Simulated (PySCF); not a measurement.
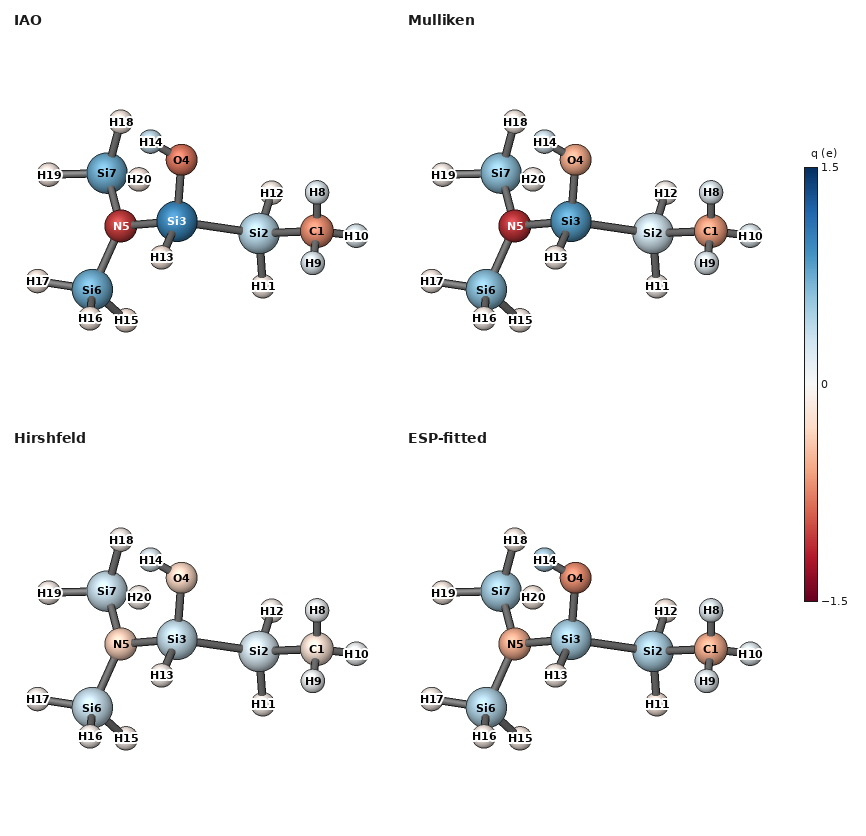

Atomic charges of one calculation by 4 schemes, on one colour scale. The geometry was computed by an optimisation with GFN2-xTB. No frequency run is at hand to confirm it as a minimum. Computed with PBE0/pcSseg-1 (PySCF 2.14.0).

Question. Which scheme gives the most polar picture (largest mean size of the charges)?

Answer. The IAO charges are the largest in size here, and the Hirshfeld charges the smallest.

Question. On which atom do the schemes disagree most?

Answer. On N5 (from −1.08 to −0.35 e).

List the charges (e), one line for each set of equivalent atoms.

| atom | IAO | Mulliken | Hirshfeld | ESP-fitted |
| --- | --- | --- | --- | --- |
| C1 | −0.70 | −0.62 | −0.21 | −0.54 |
| Si2 | 0.42 | 0.29 | 0.24 | 0.47 |
| Si3 | 0.97 | 0.83 | 0.35 | 0.50 |
| O4 | −0.79 | −0.56 | −0.30 | −0.69 |
| N5 | −1.04 | −1.08 | −0.35 | −0.53 |
| Si6 | 0.73 | 0.63 | 0.34 | 0.45 |
| Si7 | 0.73 | 0.60 | 0.34 | 0.50 |
| H8 | 0.16 | 0.14 | 0.04 | 0.14 |
| H9 | 0.15 | 0.14 | 0.04 | 0.12 |
| H10 | 0.16 | 0.14 | 0.04 | 0.14 |
| H11 | −0.11 | −0.07 | −0.08 | −0.15 |
| H12 | −0.10 | −0.05 | −0.07 | −0.12 |
| H13 | −0.15 | −0.10 | −0.09 | −0.11 |
| H14 | 0.37 | 0.25 | 0.18 | 0.46 |
| H15 | −0.14 | −0.08 | −0.08 | −0.11 |
| H16 | −0.12 | −0.09 | −0.08 | −0.10 |
| H17 | −0.12 | −0.09 | −0.07 | −0.08 |
| H18 | −0.12 | −0.10 | −0.08 | −0.11 |
| H19 | −0.13 | −0.09 | −0.08 | −0.11 |
| H20 | −0.14 | −0.08 | −0.08 | −0.12 |

The geometry is semi-empirical. Around Si such bond lengths and angles can be off by a tenth of an ångström or more and by several degrees, and values that hang on the shape move with them.
